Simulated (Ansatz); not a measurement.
TiPH3ClF3: several calculations on one system

## 1. Relaxation

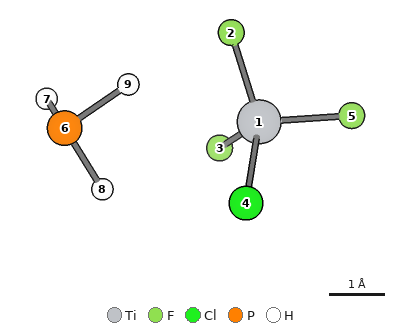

Starting structure of TiPH3ClF3. Style: ball-and-stick. Shown at a tilt.

The run prepares an end point of a later path (reaction) calculation, from a guessed geometry.

These are results of RKS PBE/def2-SVP (Ansatz 0.2.0), not measurements.

Input
```yaml
crystal:
  periodic: [false, false, false]
  atoms:
    - { symbol: Ti, position_ang: [-0.125983, -0.090895, -0.020953] }
    - { symbol: F, position_ang: [-0.259023, -0.240251, 1.762721] }
    - { symbol: F, position_ang: [1.529541, -0.012207, -0.558335] }
    - { symbol: Cl, position_ang: [-1.369019, 1.52787, -0.828966] }
    - { symbol: F, position_ang: [-0.763157, -1.569301, -0.667306] }
    - { symbol: P, position_ang: [1.28466, 2.921162, 1.426221] }
    - { symbol: H, position_ang: [2.567165, 2.318633, 1.690181] }
    - { symbol: H, position_ang: [1.382937, 2.662451, 0.010753] }
    - { symbol: H, position_ang: [0.582779, 1.711937, 1.705485] }
basis:
  gaussian: { orbitals: def2-SVP }
hamiltonian:
  xc: pbe
relax:
  f_tol: 0.03
  max_steps: 50
output:
  orbitals: {}
```

Run as
```bash
ansatz run input.yaml --threads 4 --pin off --max-ram 5120MiB --backend cpu --events-out ev --progress --plain --runs-dir out
```

Q: Predict the outcome.

A: Over 17 accepted moves (19 points after the start) the energy falls by 15.0 kJ/mol. Largest force component: 1.1 eV/Å at the start, 0.016 eV/Å at the end. The line search rejected the trial steps at points 2, 14 of the run. H8 moves most after the best rigid fit: 1.02 Å. Largest moves by element: H 1.02 Å, P 0.52 Å, Cl 0.52 Å, F 0.33 Å, Ti 0.22 Å. Some distances before and after: Ti1–H9 2.595 → 3.583 Å, Ti1–F2 1.795 → 1.743 Å, P6–H9 1.426 → 1.442 Å. Among the angles between lasting bonds that change: Cl4–Ti1–F5 106.5° → 109.2°, F2–Ti1–F3 112.4° → 109.8°, F2–Ti1–F5 105.8° → 108.3°. The run took 25 s on 4 threads of Intel(R) Xeon(R) Platinum 8488C (Sapphire Rapids), on a shared host, peak memory 0.21 GiB.

History of the run:

```csv
step,"E − E(0), kJ/mol","largest force component, eV/Å",note
0,0.00,1.0577,
1,-8.71,0.6337,
2,-4.81,1.2827,rejected
3,-11.21,0.0956,
4,-11.75,0.0778,
5,-12.04,0.0855,
6,-12.17,0.0775,
7,-12.27,0.0827,
8,-12.38,0.1660,
9,-12.59,0.1379,
10,-13.04,0.2297,
11,-13.28,0.3116,
12,-14.12,0.0885,
13,-14.62,0.0793,
14,-13.25,0.5975,rejected
15,-14.79,0.1271,
16,-14.89,0.0734,
17,-14.96,0.0549,
18,-14.99,0.0369,
19,-15.01,0.0164,
```

Final geometry:

```xyz
9

Ti   -0.1611   -0.2742   -0.1444
F    -0.4959   -0.1350    1.5608
F     1.5612   -0.2498   -0.4129
Cl   -1.1375    1.3456   -1.2570
F    -0.7793   -1.8010   -0.6992
P     1.7480    3.0359    1.6421
H     2.4165    1.9936    0.9044
H     0.7723    3.2253    0.5970
H     0.9058    2.0889    2.3291
```

After the run, drawn alike:

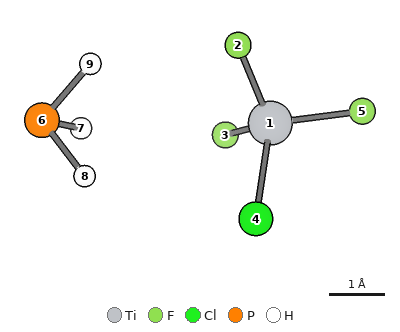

## 2. Relaxation

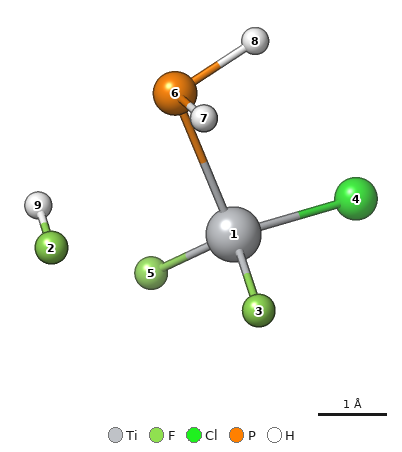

This is the input geometry for a relaxation of TiPH₃ClF₃. The picture is a ball-and-stick view, seen at a tilt.

The run prepares an end point of a later path (reaction) calculation, from a guessed geometry.

Theory: RKS PBE/def2-SVP (Ansatz 0.2.0).

Input
```yaml
crystal:
  periodic: [false, false, false]
  atoms:
    - { symbol: Ti, position_ang: [0.158516, 0.578076, -0.357849] }
    - { symbol: F, position_ang: [0.866011, -0.300388, 2.44674] }
    - { symbol: F, position_ang: [1.494202, -0.491285, -0.686591] }
    - { symbol: Cl, position_ang: [-0.518819, 1.563398, -2.196041] }
    - { symbol: F, position_ang: [-1.202707, -0.204956, 0.40545] }
    - { symbol: P, position_ang: [0.826241, 2.358657, 1.156789] }
    - { symbol: H, position_ang: [2.219108, 2.034236, 0.966694] }
    - { symbol: H, position_ang: [0.818436, 3.398911, 0.15694] }
    - { symbol: H, position_ang: [0.168912, 0.292751, 2.627667] }
basis:
  gaussian: { orbitals: def2-SVP }
hamiltonian:
  xc: pbe
relax:
  f_tol: 0.03
  max_steps: 50
```

Command:
```bash
ansatz run input.yaml --threads 4 --pin off --max-ram 5120MiB --backend cpu --events-out ev --progress --plain --runs-dir out
```

Q: Predict the outcome.

A: Over 16 geometry steps the energy falls by 19.7 kJ/mol. Largest force component: 0.37 eV/Å at the start, 0.019 eV/Å at the end. H8 moves most after the best rigid fit: 0.89 Å. By element the largest moves are H 0.89 Å, Cl 0.66 Å, F 0.58 Å, P 0.34 Å, Ti 0.32 Å. Some distances before and after: Ti1–F2 3.023 → 2.314 Å, P6–H9 2.620 → 2.100 Å, Ti1–H9 2.999 → 2.545 Å, Ti1–P6 2.431 → 2.555 Å. Among the angles between lasting bonds that change: Cl4–Ti1–P6 106.1° → 95.9°, F5–Ti1–P6 105.7° → 114.6°, F3–Ti1–Cl4 110.8° → 103.9°. Groups turn about Ti1–P6 by about 60°.

Final geometry:

```xyz
9

Ti    0.1667    0.3641   -0.1154
F     0.4255   -0.3437    2.0728
F     1.2734   -0.9457   -0.4242
Cl    0.1057    1.4626   -2.0142
F    -1.5069    0.0104    0.2159
P     1.1434    2.2798    1.2639
H     2.2088    2.5981    0.3568
H     0.2248    3.2867    0.8161
H     0.7884    0.5171    2.3480
```

The end point in the same view:

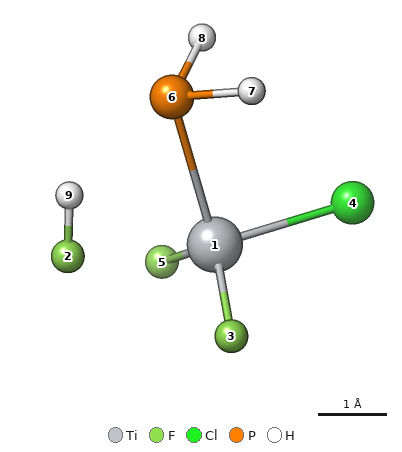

Limits of the set-up: the start holds two separate molecules, 2.6 Å apart at their closest, whose relative position is a soft coordinate and is computed without a dispersion correction.

## 3. Path

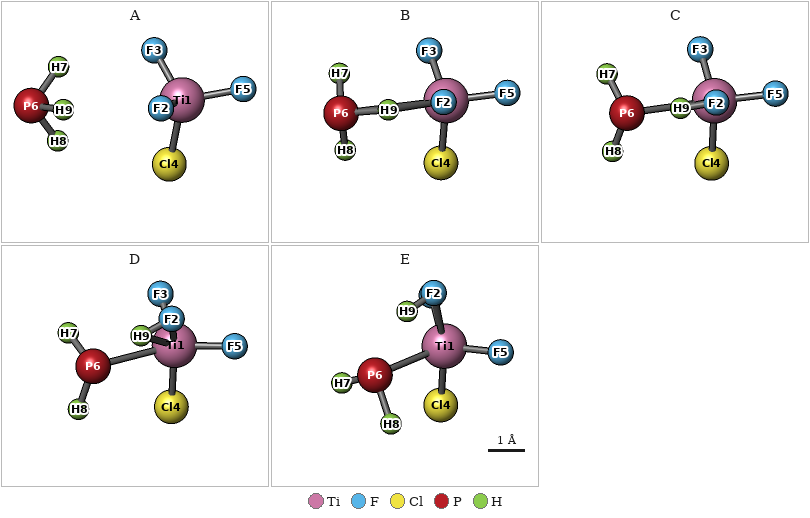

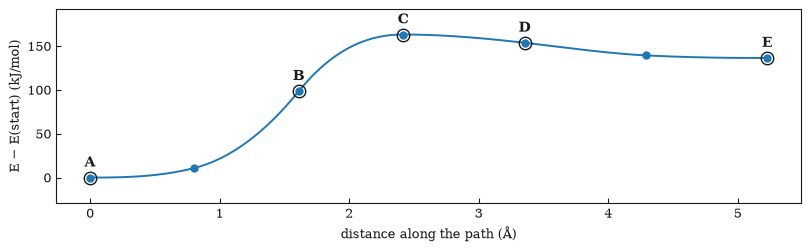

A nudged-elastic-band calculation for TiPH₃ClF₃, made up at the start of TiClF$_{3}$ and PH$_{3}$. Images are numbered from 0 (start) to 6 (end). Frames A to E are images 0, 2, 3, 4, 6. The picture is a ball-and-stick view, seen at a tilt.

The calculation used RKS PBE/def2-SVP (Ansatz 0.2.0). Run with 5 movable images; climbing image; force threshold 0.05 eV/Å; iteration limit 60; starting path through a guess of the saddle point.

> What happens along the path, and what is the barrier?

Breaking: P6–H9 (1.44 → 1.90 at the top → 2.10 Å). Forming: F2–H9 (2.74 → 1.01 at the top → 0.97 Å), Ti1–P6 (4.22 → 2.68 at the top → 2.55 Å). The energy climbs by 163.3 kJ/mol to image 3 and then falls by 26.7 kJ/mol, so the end point sits at +136.5 kJ/mol. The band converged in 18 iterations, with a climbing image at the top.

Limits of the set-up: the start holds two separate molecules, 2.7 Å apart at their closest, whose relative position is a soft coordinate and is computed without a dispersion correction.

The run took 100 s on 4 threads of Intel(R) Xeon(R) Platinum 8488C (Sapphire Rapids) (shared host), peak memory 0.24 GiB.
